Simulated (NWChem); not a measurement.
# BOF (fluoro(oxo)borane) at 6 levels

Aim: a comparison of 6 runs (BHLYP/cc-pVTZ, M06-2X/cc-pVTZ, M06-L/cc-pVTZ, PBE0/cc-pVTZ, SVWN5/cc-pVTZ, r2SCAN/cc-pVTZ) of BOF (fluoro(oxo)borane). 

The results are computed with NWChem 7.3.0.

### Step 1. The molecule

BOF: 3 atoms, total charge 0, spin state singlet. SMILES: `O=BF`. Geometry: relaxed at PBE0-D4/def2-TZVP.

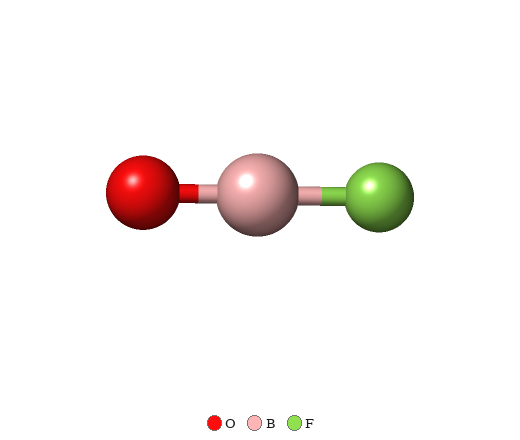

Viewed from a chosen angle; oxygen red, boron pink, fluorine green.

### Step 2. Energy and forces at BHLYP/cc-pVTZ (run 1)

Contents of run.py:

```python
from ase import Atoms
from ase.calculators.nwchem import NWChem

molecule = Atoms(['O', 'B', 'F'], positions=[
    [0.983100, -0.565100, 0.479900],
    [0.020300, -0.011600, 0.009900],
    [-1.003400, 0.576800, -0.489800],
])

calc = NWChem(
    label='bfo',
    theory='dft',
    memory='2200 mb',
    basis='cc-pVTZ',
    basispar='spherical bse',
    dft={'xc': 'bhlyp', 'mult': '1', 'grid': 'fine', 'convergence': 'energy 1e-08', 'iterations': '100', 'mulliken': None, 'print': 'low'},
)
molecule.calc = calc

forces = molecule.get_forces()
print(f"energy = {molecule.get_potential_energy():.6f} eV")
print("forces (eV/A):")
for s, f in zip(molecule.symbols, forces):
    print(f"{s:2s} {f[0]:10.5f} {f[1]:10.5f} {f[2]:10.5f}")
```

Run with:

```console
export ASE_NWCHEM_COMMAND="nwchem PREFIX.nwi > PREFIX.nwo"
python run.py
```

Standard output:

```text
energy = -5442.237623 eV
forces (eV/A):
O    -0.81375    0.46804   -0.39734
B     0.37862   -0.21813    0.18497
F     0.43518   -0.24991    0.21237
```

The calculator wrote bfo.nwi:

```
title "bfo"

permanent_dir bfo

scratch_dir bfo

start bfo

geometry units angstrom nocenter noautosym noautoz
  O  9.8309999999999997e-01 -5.6510000000000005e-01 4.7989999999999999e-01
  B  2.0299999999999999e-02 -1.1599999999999999e-02 9.9000000000000008e-03
  F  -1.0034000000000001e+00 5.7679999999999998e-01 -4.8980000000000001e-01
end

memory 2200 mb

basis spherical bse noprint
   * library cc-pVTZ
end

dft
  xc bhlyp
  mult 1
  grid fine
  convergence energy 1e-08
  iterations 100
  mulliken
  print low
end

task dft gradient
```

bfo.nwo:

```text
Northwest Computational Chemistry Package (NWChem) 7.3.0
             --------------------------------------------------------

           Job information
           ---------------

    nwchem branch   = 7.3.0
    use scalapack   = T
    input           = bfo.nwi
    prefix          = bfo.
    data base       = bfo/bfo.db
    status          = startup
    nproc           =        1

           Memory information
           ------------------

[... 5 lines left out ...]
    hardfail = no
[... 36 lines left out ...]
            Nuclear Dipole moment (a.u.)
[... 69 lines left out ...]
         Total DFT energy =     -199.998545393529
[... 1 line left out ...]
           Coulomb energy =      149.441731401341
[... 1 line left out ...]
 Nuclear repulsion energy =       51.438953855561
[... 25 lines left out ...]
                         DFT ENERGY GRADIENTS

    atom               coordinates                        gradient
                 x          y          z           x          y          z
   1 O       1.857790  -1.067884   0.906880    0.015825  -0.009102   0.007727
   2 B       0.038361  -0.021921   0.018708   -0.007363   0.004242  -0.003597
   3 F      -1.896151   1.089994  -0.925588   -0.008463   0.004860  -0.004130

 Task  times  cpu:       15.2s     wall:       15.2s
 Total times  cpu:       15.2s     wall:       15.2s
```

Wall time 17 s (1 thread of Intel Xeon Platinum 8488C (Sapphire Rapids), shared host); peak memory 0.12 GiB.

### Step 3. Energy and gradient at M06-2X/cc-pVTZ (run 2)

Contents of bfo.nw:

```
start bfo
memory 2200 mb
charge 0
geometry noautosym nocenter noautoz
O        0.983100      -0.565100       0.479900
B        0.020300      -0.011600       0.009900
F       -1.003400       0.576800      -0.489800
end
basis spherical bse
O library cc-pVTZ
B library cc-pVTZ
F library cc-pVTZ
end
dft
xc m06-2x
mult 1
grid fine
convergence energy 1e-08
iterations 100
mulliken
print low
end
task dft gradient
```

Run with:

```console
nwchem bfo.nw > bfo.out
```

Standard output:

```text
[...]
 d= 0,ls=0.0,diis     1   -199.8972542728 -2.51D+02  9.06D-03  1.01D+00     1.3
[...]
 d= 0,ls=0.0,diis    10   -200.0199701744 -1.45D-09  3.60D-07  8.37D-09    10.3
         Total DFT energy =     -200.019970174432
      One electron energy =     -377.623184609950
           Coulomb energy =      149.259360290894
    Exchange-Corr. energy =      -23.095099710937
 Nuclear repulsion energy =       51.438953855561
[...]
      Total Density - Mulliken Population Analysis
     ---------------------------------------------
    Atom       Charge   Shell Charges
 -----------   ------   -------------------------------------------------------
    1 O    8     8.27   1.95  0.25  1.01  0.54  1.27  2.05  1.18  0.00  0.02  0.00
    2 B    5     4.57   1.96  0.16  0.55  0.04  0.70  0.66  0.16  0.12  0.16  0.05
    3 F    9     9.16   1.95  0.27  1.04  0.61  1.57  2.41  1.29  0.00  0.01  0.00
[...]
                         DFT ENERGY GRADIENTS
    atom               coordinates                        gradient
                 x          y          z           x          y          z
   1 O       1.857790  -1.067884   0.906880    0.004747  -0.002733   0.002318
   2 B       0.038361  -0.021921   0.018708   -0.004359   0.002514  -0.002130
   3 F      -1.896151   1.089994  -0.925588   -0.000388   0.000219  -0.000188
 Task  times  cpu:       18.4s     wall:       18.4s
 Total times  cpu:       18.5s     wall:       18.5s
```

Wall time 19 s (1 thread of Intel Xeon Platinum 8488C (Sapphire Rapids), shared host); peak memory 0.12 GiB.

Runs 3 to 4 aren't shown in full; the table further down has their settings and results.

### Step 4. Energy and gradient at SVWN5/cc-pVTZ (run 5)

Contents of m1.xyz:

```xyz
3

O      0.983100    -0.565100     0.479900
B      0.020300    -0.011600     0.009900
F     -1.003400     0.576800    -0.489800
```

Contents of m1.nw:

```
start m1
memory total 2200 mb

geometry units angstrom noautosym nocenter noautoz
  load format xyz m1.xyz
end

basis spherical bse
  * library cc-pVTZ
end

dft
  xc slater vwn_5
  grid fine
  convergence energy 1e-08
  maxiter 100
  mulliken
  noprint "final vectors analysis"
end

task dft gradient
```

Run with:

```console
nwchem m1.nw > m1.out
```

Standard output:

```text
[...]
          Wavefunction type:  closed shell.
          No. of atoms     :     3
          No. of electrons :    22
[...]
          Charge           :     0
          Spin multiplicity:     1
[...]
          AO basis - number of functions:    90
[...]
              XC Information
              --------------
                        Slater Exchange Functional  1.000 local
                      VWN V Correlation Functional  1.000 local
[...]
 d= 0,ls=0.0,diis     1   -198.4841742985 -2.50D+02  1.56D-02  2.23D+00     1.1
[...]
 d= 0,ls=0.0,diis    11   -198.6500509878 -2.87D-09  1.81D-07  2.13D-09     8.3
         Total DFT energy =     -198.650050987778
      One electron energy =     -377.504637998077
           Coulomb energy =      149.044024265369
    Exchange-Corr. energy =      -21.628391110631
 Nuclear repulsion energy =       51.438953855561
[...]
      Total Density - Mulliken Population Analysis
     ---------------------------------------------
    Atom       Charge   Shell Charges
 -----------   ------   -------------------------------------------------------
    1 O    8     8.16   1.92  0.27  1.01  0.51  1.30  1.97  1.16  0.00  0.02  0.00
    2 B    5     4.74   1.91  0.19  0.58  0.05  0.76  0.74  0.20  0.11  0.14  0.05
    3 F    9     9.10   1.92  0.29  1.05  0.61  1.60  2.33  1.29  0.00  0.01  0.00
[...]
  wavefunction    = closed shell
                         DFT ENERGY GRADIENTS
    atom               coordinates                        gradient
                 x          y          z           x          y          z
   1 O       1.857790  -1.067884   0.906880   -0.008425   0.004840  -0.004112
   2 B       0.038361  -0.021921   0.018708    0.008229  -0.004723   0.004015
   3 F      -1.896151   1.089994  -0.925588    0.000197  -0.000117   0.000097
[...]
```

It took 17 s on 1 thread of Intel Xeon Platinum 8488C (Sapphire Rapids), shared host; peak memory 0.12 GiB.

### Step 5. Energy and gradient at r2SCAN/cc-pVTZ (run 6)

Contents of job.nw:

```
start job
title "BFO gradient"
memory 2200 mb

geometry noautosym nocenter noautoz
  O     0.983100   -0.565100    0.479900
  B     0.020300   -0.011600    0.009900
  F    -1.003400    0.576800   -0.489800
end

basis spherical bse
  * library cc-pVTZ
end

dft
  xc r2scan
  grid fine
  convergence energy 1e-08
  iterations 100
  mulliken
  print medium
end

task dft gradient
```

Run with:

```console
nwchem job.nw > job.out
```

Standard output:

```text
[...]
          Wavefunction type:  closed shell.
          No. of atoms     :     3
          No. of electrons :    22
[...]
          Charge           :     0
          Spin multiplicity:     1
[...]
          AO basis - number of functions:    90
[...]
              XC Information
              --------------
                      r^2SCAN Method XC Functional
               r^2SCAN metaGGA Exchange Functional  1.000
                     r^2SCAN Correlation Potential  1.000
[...]
 d= 0,ls=0.0,diis     1   -199.8622879446 -2.51D+02  1.29D-02  1.06D+00     1.3
[...]
 d= 0,ls=0.0,diis    10   -199.9883676085 -1.84D-09  2.39D-07  4.61D-09    10.1
         Total DFT energy =     -199.988367608463
      One electron energy =     -377.748698911530
           Coulomb energy =      149.385216060058
    Exchange-Corr. energy =      -23.063838612551
 Nuclear repulsion energy =       51.438953855561
[...]
      Total Density - Mulliken Population Analysis
     ---------------------------------------------
    Atom       Charge   Shell Charges
 -----------   ------   -------------------------------------------------------
    1 O    8     8.21   1.95  0.26  1.01  0.51  1.27  2.05  1.14  0.00  0.02  0.00
    2 B    5     4.64   1.97  0.16  0.56  0.04  0.70  0.72  0.17  0.12  0.15  0.05
    3 F    9     9.14   1.94  0.28  1.05  0.61  1.58  2.41  1.26  0.00  0.01  0.00
[...]
  wavefunction    = closed shell
                         DFT ENERGY GRADIENTS
    atom               coordinates                        gradient
                 x          y          z           x          y          z
   1 O       1.857790  -1.067884   0.906880   -0.008257   0.004743  -0.004030
   2 B       0.038361  -0.021921   0.018708    0.006403  -0.003673   0.003123
   3 F      -1.896151   1.089994  -0.925588    0.001854  -0.001070   0.000906
[...]
```

Run time: 19 s. Hardware: 1 thread of Intel Xeon Platinum 8488C (Sapphire Rapids), shared host; peak memory 0.12 GiB.

### Step 6. The series

```csv
run,level,energy (Eh),largest force (eV/Å),wall time
1,BHLYP/cc-pVTZ,-199.998545,1.019,17 s
2,M06-2X/cc-pVTZ,-200.019970,0.306,19 s
3,M06-L/cc-pVTZ,-200.048092,0.327,20 s
4,PBE0/cc-pVTZ,-199.868823,0.103,19 s
5,SVWN5/cc-pVTZ,-198.650051,0.543,17 s
6,r2SCAN/cc-pVTZ,-199.988368,0.532,19 s
```

### Step 7. What came out

```
                       quantity          value
            run 6: total energy  -199.98837 Eh
           run 6: dipole moment         2.11 D
             run 6: HOMO energy       -8.93 eV
             run 6: LUMO energy       -0.44 eV
           run 6: HOMO–LUMO gap        8.48 eV
run 6: largest force on an atom     0.532 eV/Å
```

Over runs 4, 5, 6 the dipole moment (its size) runs from 2.02 D (SVWN5/cc-pVTZ) to 2.11 D (r2SCAN/cc-pVTZ). Totals of different functionals can't be ranked against each other. All runs together took 1.8 min, the longest 20 s.
